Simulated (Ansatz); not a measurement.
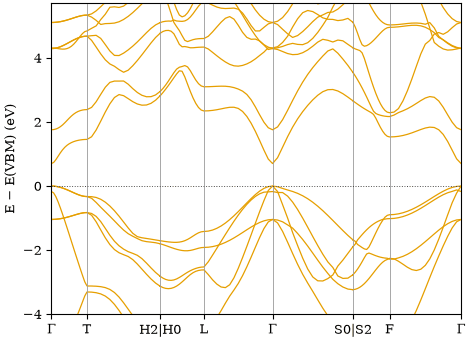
Figure. Band structure from plane-wave PAW LDA (Ansatz code)

Q: Read off the gap and where the band edges lie.

A: About 0.7 eV (0.70 eV by a search for the band edges); maximum at Γ, minimum at Γ.

The material is ZnCdTe2 in space group R3m (No. 160; Zn on 3a, Cd on 3a, Te on 3a, Te on 3a).

The first step of the workflow began from a Materials Project structure, measured or hypothetical; the Crystallography Open Database copy checked does not list it. Whether it is the stable phase at ambient conditions was not checked. Symmetry was held in the LDA relaxation; of distortions, only those at the zone centre were tested. Scalar-relativistic: spin–orbit coupling is off unless named, which matters more the heavier the elements.

Potentials: the later of the program's two PAW sets.
